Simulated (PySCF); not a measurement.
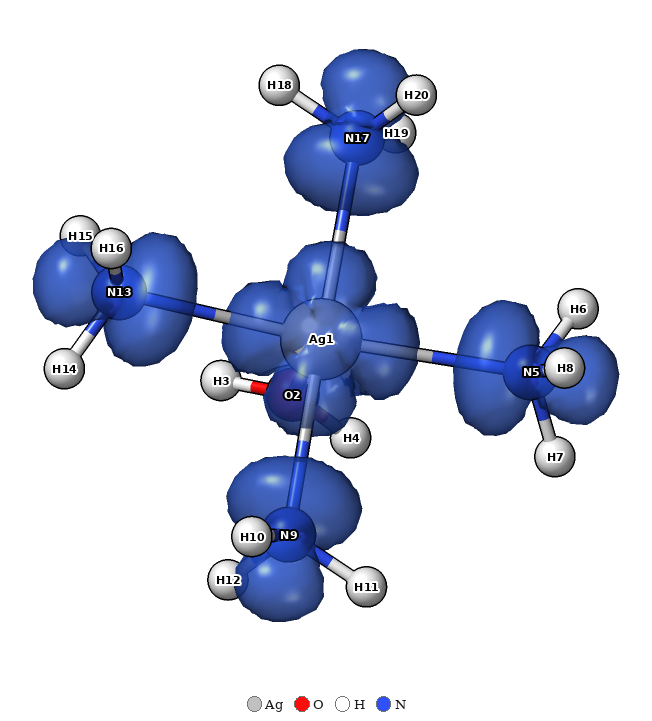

Figure 1: [Ag(H2O)(NH3)4]2+ (AgH₁₄N₄O, charge +2, doublet). Spin density ρα − ρβ at ±0.02 e/Å³ (blue: excess α, red: excess β).

Computed with PySCF, PBE0/def2-TZVP, geometry: GFN2-xTB. Core potentials replace the inner electrons of Ag; spin–orbit coupling isn't included. No frequency check shows the geometry to be a minimum. The stability of the open-shell solution wasn't checked. GFN2-xTB bond lengths at metals and heavier atoms can be off by up to 0.1 Å and shapes distorted, which carries into these values. GFN2-xTB doesn't know the spin state, so this open-shell geometry is rough.

How is the spin shared among the atoms?

Hirshfeld spin populations: Ag1 +0.48, N17 +0.12, N9 +0.12, N13 +0.11 and N5 +0.11. ⟨S²⟩ = 0.75, as for a pure state.
